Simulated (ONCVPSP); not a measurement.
Run report: V, pseudopotential generation

- system: vanadium (V, Z = 23), core [Ar], reference valence 3d3 4s2, valence charge 5.
- method: ONCV potential, PBE, scalar-relativistic, made with ONCVPSP 4.0.1

**The program's output (extracts)**
```
ONCVPSP  (Optimized Norm-Conservinng Vanderbilt PSeudopotential)
scalar-relativistic version 4.0.1

#   n    l    f        energy (Ha)
    1    0    2.00    -1.9714807E+02
    2    0    2.00    -2.2146619E+01
    2    1    6.00    -1.8490726E+01
    3    0    2.00    -2.5811052E+00
    3    1    6.00    -1.6184864E+00
    3    2    3.00    -1.8979533E-01
    4    0    2.00    -1.7280409E-01

Reference configufation results
  iterations    26
  all-electron total energy (Ha)   -9.49005210D+02

Begin loop to  construct optimized pseudo wave functions
and semi-local pseudopoentials for all angular momenta

   Wellstate for l =  0  n =  7
     eigenvalue =   2.2272
     asymptotic potential =   2.7272
     half-point radius =  5.5650

Calculating optimized projector #   1

 for l=   0

    Fraction of norm inside rc  0.466698
    Optimizing pswf for qcut=   2.20 a_B^-1,  ecut=   2.42 Ha
    Residual kinetic energy error=  9.31D-04 Ha

    Energy error per electron        Cutoff
         Ha          eV             Ha
         0.01000     0.27211        1.22
         0.00100     0.02721        2.59
         0.00010     0.00272       13.87
         0.00001     0.00027       18.80

Calculating optimized projector #   2

 for l=   0

    Fraction of norm inside rc  0.194659
    Optimizing pswf for qcut=   2.20 a_B^-1,  ecut=   2.42 Ha
    Residual kinetic energy error=  1.88D-01 Ha

    Energy error per electron        Cutoff
         Ha          eV             Ha
         0.01000     0.27211       11.80
         0.00100     0.02721       23.50
         0.00010     0.00272       27.01
         0.00001     0.00027       35.18

WARNING wellstate: moderately localized bound state found for n= 4 l=  1
WARNING scattering state with energy  0.05000000
WARNING will be used for the first projector

   Wellstate for l =  1  n =  4
     eigenvalue =   0.0500
     asymptotic potential =   0.5500
     half-point radius =  4.6690

   Wellstate for l =  1  n =  7
     eigenvalue =   3.2500
     asymptotic potential =   3.7500
     half-point radius =  4.7860

Calculating optimized projector #   1

 for l=   1

    Fraction of norm inside rc  0.340070
    Optimizing pswf for qcut=   3.50 a_B^-1,  ecut=   6.13 Ha
    Residual kinetic energy error=  6.66D-05 Ha

    Energy error per electron        Cutoff
         Ha          eV             Ha
         0.01000     0.27211        0.96
         0.00100     0.02721        2.49
         0.00010     0.00272        4.14
         0.00001     0.00027       30.33

Calculating optimized projector #   2

 for l=   1

    Fraction of norm inside rc  0.179778
    Optimizing pswf for qcut=   3.50 a_B^-1,  ecut=   6.13 Ha
    Residual kinetic energy error=  1.70D-02 Ha

    Energy error per electron        Cutoff
         Ha          eV             Ha
         0.01000     0.27211        6.81
         0.00100     0.02721       11.88
         0.00010     0.00272       40.68
         0.00001     0.00027       46.54

   Wellstate for l =  2  n =  5
     eigenvalue =   2.4102
     asymptotic potential =   2.9102
     half-point radius =  3.2884

   Wellstate for l =  2  n =  6
     eigenvalue =   5.0102
     asymptotic potential =   5.5102
     half-point radius =  3.0854

Calculating optimized projector #   1

 for l=   2

    Fraction of norm inside rc  0.674496
    Optimizing pswf for qcut=  11.39 a_B^-1,  ecut=  64.92 Ha
    Residual kinetic energy error=  5.76D-08 Ha

    Energy error per electron        Cutoff
         Ha          eV             Ha
         0.01000     0.27211       33.30
         0.00100     0.02721       41.31
         0.00010     0.00272       47.99
         0.00001     0.00027       53.31

Calculating optimized projector #   2

 for l=   2

    Fraction of norm inside rc  0.131442
    Optimizing pswf for qcut=  11.39 a_B^-1,  ecut=  64.92 Ha
    Residual kinetic energy error=  9.27D-08 Ha

    Energy error per electron        Cutoff
         Ha          eV             Ha
         0.01000     0.27211       35.50
         0.00100     0.02721       44.14
         0.00010     0.00272       50.96
         0.00001     0.00027       56.31

Calculating optimized projector #   3

 for l=   2

    Fraction of norm inside rc  0.141217
    Optimizing pswf for qcut=  11.39 a_B^-1,  ecut=  64.92 Ha
    Residual kinetic energy error=  9.62D-07 Ha

    Energy error per electron        Cutoff
         Ha          eV             Ha
         0.01000     0.27211       40.27
         0.00100     0.02721       48.88
         0.00010     0.00272       55.45
         0.00001     0.00027       60.54

Construct Vanderbilt / Kleinmman-Bylander projectors

B matrix Hermiticity error, ll=   0
   1   2    4.7003E-05

  Orthonormal projector coefficients  4.5255E+00  9.6166E-01

B matrix Hermiticity error, ll=   1
   1   2    6.8062E-05

  Orthonormal projector coefficients  3.2276E+00  5.5216E-01

B matrix Hermiticity error, ll=   2
   1   2   -1.6624E-04
   1   3    1.7147E-04
   2   3    1.5273E-04

  Orthonormal projector coefficients -1.3668E+01 -5.5550E+00 -9.0963E-01

Pseudoatom total energy   -5.902190

Diagnostic tests using Vanderbilt-Kleinman-Bylander pseudopotentials
  1 or more projectors used as specified by nproj input data

   l    rcore       rmatch      e in        delta e   norm test  slope test

   0   3.0650669   3.1581290  -0.1728041  -0.0000003   1.0000052   1.0000106
   0   3.0650669   3.1581290   2.2271959   0.0000177   1.0001937   1.0001937

   1   2.7521766   2.8357387   0.0500000   0.0000008   1.0000192   1.0000192
   1   2.7521766   2.8357387   3.2500000   0.0000430   1.0001109   1.0001109

   2   1.6064161   1.6551903  -0.1897953  -0.0000029   1.0000695   1.0000679
   2   1.6064161   1.6551903   2.4102047   0.0000300   1.0001825   1.0001825
   2   1.6064161   1.6551903   5.0102047   0.0000528   1.0003129   1.0003129

 Testing for bound ghosts
   n   l    E NL Schr. Eq   E Basis Diag.   E Cutoff

   1   0       -0.172804       -0.171986     27.79

   2   1       -0.053120       -0.039026     51.89

   3   2       -0.189798       -0.184569    171.68

 Testing for highly-localized positive-energy ghosts
       l    <radius>/rc     E Basis Diag.   E Cutoff

       0        0.436331        2.497633     27.79  WARNING - GHOST(+)

Test configuration 0

   n   l     f        eae           eps        diff
   1   0  2.0000 -197.14807409
   2   0  2.0000  -22.14661950
   2   1  6.0000  -18.49072643
   3   0  2.0000   -2.58110520
   3   1  6.0000   -1.61848644
   3   2  3.0000   -0.18979533   -0.18979823   -2.90D-06
   4   0  2.0000   -0.17280409   -0.17280442   -3.30D-07

    Total energies and differences
      AE_ref= -9.49005210D+02  AE_tst= -9.49005210D+02  dif=  0.00D+00
      PS_ref= -5.90218972D+00  PS_tst= -5.90218972D+00  dif=  8.88D-16
      PSP excitation error= -8.88D-16

Test configuration 1

   n   l     f        eae           eps        diff
   1   0  2.0000 -197.43076835
   2   0  2.0000  -22.42319692
   2   1  6.0000  -18.76782757
   3   0  2.0000   -2.86038284
   3   1  6.0000   -1.89813177
   3   2  3.0000   -0.46424935   -0.46327387    9.75D-04
   4   0  1.0000   -0.40059060   -0.39960585    9.85D-04

    Total energies and differences
      AE_ref= -9.49005210D+02  AE_tst= -9.48720952D+02  dif=  2.84D-01
      PS_ref= -5.90218972D+00  PS_tst= -5.61814172D+00  dif=  2.84D-01
      PSP excitation error=  2.09D-04

Test configuration 2

   n   l     f        eae           eps        diff
   1   0  2.0000 -197.76674271
   2   0  2.0000  -22.75059963
   2   1  6.0000  -19.09595418
   3   0  2.0000   -3.18898994
   3   1  6.0000   -2.22640120
   3   2  3.0000   -0.78337509   -0.77767916    5.70D-03

    Total energies and differences
      AE_ref= -9.49005210D+02  AE_tst= -9.48195594D+02  dif=  8.10D-01
      PS_ref= -5.90218972D+00  PS_tst= -5.09752825D+00  dif=  8.05D-01
      PSP excitation error=  4.95D-03

Test configuration 3

   n   l     f        eae           eps        diff
   1   0  2.0000 -198.41992404
   2   0  2.0000  -23.43183050
   2   1  6.0000  -19.77479297
   3   0  2.0000   -3.81433292
   3   1  6.0000   -2.84044788
   3   2  2.0000   -1.35808365   -1.36218659   -4.10D-03

    Total energies and differences
      AE_ref= -9.49005210D+02  AE_tst= -9.47133633D+02  dif=  1.87D+00
      PS_ref= -5.90218972D+00  PS_tst= -4.03677101D+00  dif=  1.87D+00
      PSP excitation error=  6.16D-03

Test configuration 4

   n   l     f        eae           eps        diff
   1   0  2.0000 -197.20089520
   2   0  2.0000  -22.19679104
   2   1  6.0000  -18.54104149
   3   0  2.0000   -2.63333389
   3   1  6.0000   -1.67076333
   3   2  3.0000   -0.23880163   -0.24004824   -1.25D-03
   4   0  1.0000   -0.20332226   -0.20322861    9.36D-05
   4   1  1.0000   -0.07711309   -0.07710118    1.19D-05

    Total energies and differences
      AE_ref= -9.49005210D+02  AE_tst= -9.48882193D+02  dif=  1.23D-01
      PS_ref= -5.90218972D+00  PS_tst= -5.77922492D+00  dif=  1.23D-01
      PSP excitation error=  5.13D-05
```

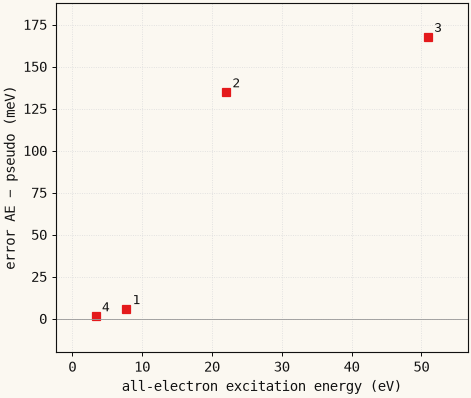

Errors, all-electron minus pseudo, of the energies of valence configurations relative to the unpolarised reference 3d3 4s2. Points: 1 = 3d3 4s1; 2 = 3d3 4s0; 3 = 3d2 4s0; 4 = 3d3 4s1 4p1.

- Worst configuration: 3d2 4s0 (charge +3): the error is +168 meV on an all-electron energy of +50.93 eV relative to the reference, or 0.33 %.
- Configurations within 10 meV and within 50 meV: 2 and 2 of 4.
- Errors in meV: 3d3 4s1: +5.7; 3d3 4s0: +135; 3d2 4s0: +168; 3d3 4s1 4p1: +1.4.

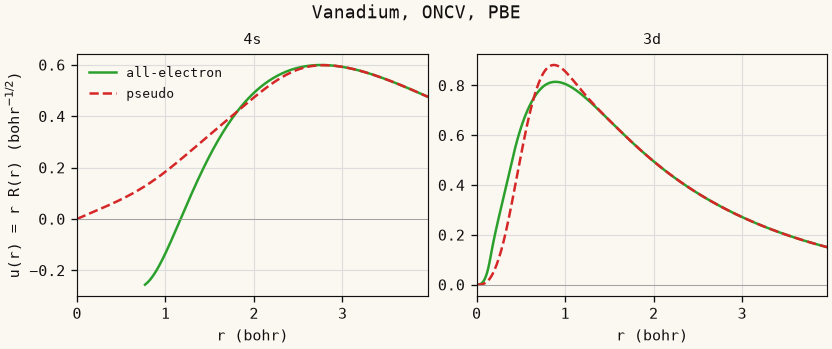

Pseudo-waves (dashed) against the all-electron radial functions (solid). The innermost oscillations of some all-electron curves aren't drawn. Reference configuration 3d3 4s2.

- Matching radii: 4s at 3.05 bohr; 3d at 1.60 bohr. The curves merge smoothly, so the plot gives these only roughly.
- Nodes of the pseudo-waves: 4s has no node; 3d has no node.

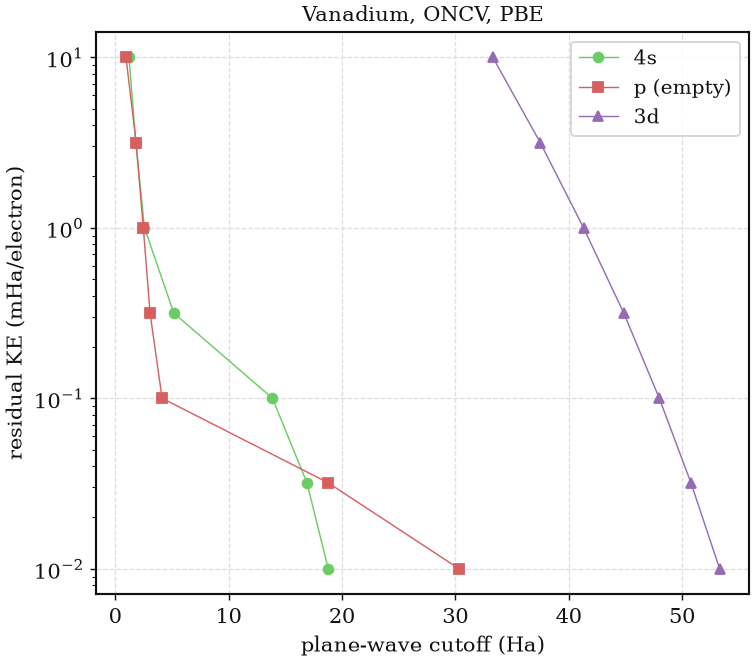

Residual kinetic energy of the pseudo-waves (the first of each channel, and further valence shells) beyond the plane-wave cutoff, as the generator prints it.

- Cutoffs for 1 mHa per electron: 3d: 41 Ha; 4s: 2.6 Ha; p (empty): 2.5 Ha.
- Cutoffs for the occupied states: 41 Ha for 1 mHa and 48 Ha for 0.1 mHa per electron. The first is set by 3d.
- Hardest wave at 1 mHa per electron: 3d, with rc = 1.60 bohr and qcut = 11.4 1/bohr. The optimisation minimises, but can't always remove, the kinetic energy above qcut²/2 = 65.0 Ha, and a larger rc would as a rule soften the wave at some cost in transferability.

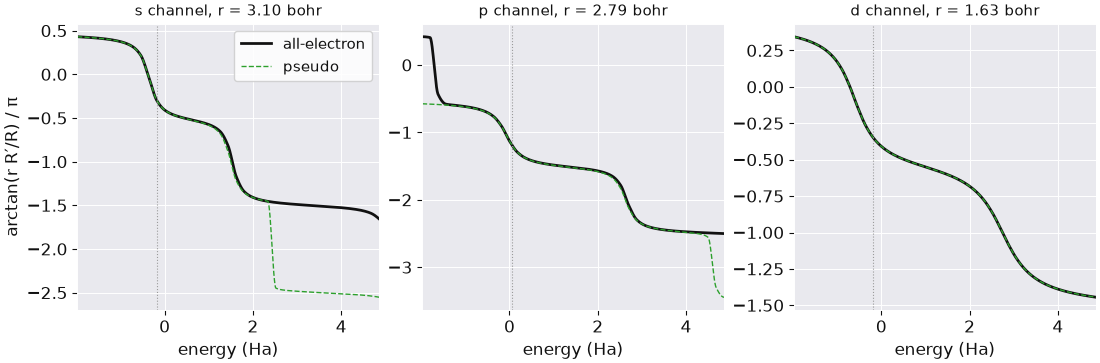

Unwrapped phase arctan(r R′/R) in units of π against energy, all-electron (solid) and pseudo (dashed); the pseudo phase is matched to the all-electron one at the reference energy. Here R(r) is the radial function. A near-vertical step is a level narrower than the spacing of the points behind the curves. The dotted line marks the reference energy of the channel. Not drawn: f: not judged.

- Range over which the phases agree within 0.05 rad: s: up to about 1.2 Ha; p: between about -1.5 and 2.2 Ha; d: over the whole range drawn.
- Ghost states: Going away from the reference energies, the phases part by more than π/2 in: s at about 2.4 Ha (above its reference energy, pseudo phase lower, at the flagged ghost); p at about 4.6 Ha (above its reference energy, pseudo phase lower); p at about -1.7 Ha (below its reference energy, pseudo phase lower, at the 3p core level, which only the all-electron atom has). Such a step is either a state that only one of the two atoms has or an ordinary level shifted in energy. The separate test gives: no bound ghost flagged; GHOST(+) flagged for s at 68.0 eV.

**The input**
```
# ATOM AND REFERENCE CONFIGURATION
# atsym  z   nc   nv     iexc    psfile
  V 23.00    5    2        4      upf
#
#   n    l    f
    1    0    2.00
    2    0    2.00
    2    1    6.00
    3    0    2.00
    3    1    6.00
    3    2    3.00
    4    0    2.00
#
# PSEUDOPOTENTIAL AND OPTIMIZATION
# lmax
    2
#
#   l,   rc,      ep,       ncon, nbas, qcut
    0    3.05    0.00    4    8    2.20
    1    2.75    0.02    5    9    3.50
    2    1.60    0.00    3    8   11.40
#
# LOCAL POTENTIAL
# lloc, lpopt,  rc(5),   dvloc0
    4    1    1.40    4.00
#
# VANDERBILT-KLEINMAN-BYLANDER PROJECTORs
# l, nproj, debl
    0    2    2.40
    1    2    3.20
    2    3    2.60
#
# MODEL CORE CHARGE
# icmod, fcfact, rcfact
    0    0.00    0.00
#
# LOG DERIVATIVE ANALYSIS
# epsh1, epsh2, depsh
   -2.00    5.00    0.02
#
# OUTPUT GRID
# rlmax, drl
    6.00    0.01
#
# TEST CONFIGURATIONS
# ncnf
    4
# nvcnf
#   n    l    f
    2
    3    2    3.00
    4    0    1.00
#
    2
    3    2    3.00
    4    0    0.00
#
    2
    3    2    2.00
    4    0    0.00
#
    3
    3    2    3.00
    4    0    1.00
    4    1    1.00
#
```

Run as:
```bash
oncvpsp.x < V.dat > V.out
```

**Results in brief**

- outcome: generated, with a spurious state above the valence levels
- cutoffs needed: 41 Ha and 48 Ha (the cutoffs at which the residual kinetic energy of the hardest occupied pseudo-wave falls to 1 and 0.1 mHa per electron)
- ghost test: no bound ghost flagged; GHOST(+) flagged for s at 68.0 eV
- largest excitation error: +168 meV (all-electron minus pseudo) for 3d2 4s0, out of 4 test configurations
- clearest signs, in the scattering phases, of states that the all-electron atom lacks: s near 2.5 Ha
- range over which the phases arctan(r R′/R) at the test radius agree within 0.05 rad (a looser test near the poles than one of phase shifts): s: up to about 1.2 Ha; p: between about -1.5 and 2.2 Ha; d: over the whole range computed; f: not judged, local potential alone
- hardware: 1 CPU thread, shared host
- wall time: 4.2 s

**Remarks**

The scattering phases show an s state near 2.5 Ha, 2.7 Ha above the channel's reference energy, that the all-electron atom lacks; it spoils states at that energy. Warnings of the program, in the generation or the tests: wellstate: moderately localized bound state found for n= 4 l= 1.
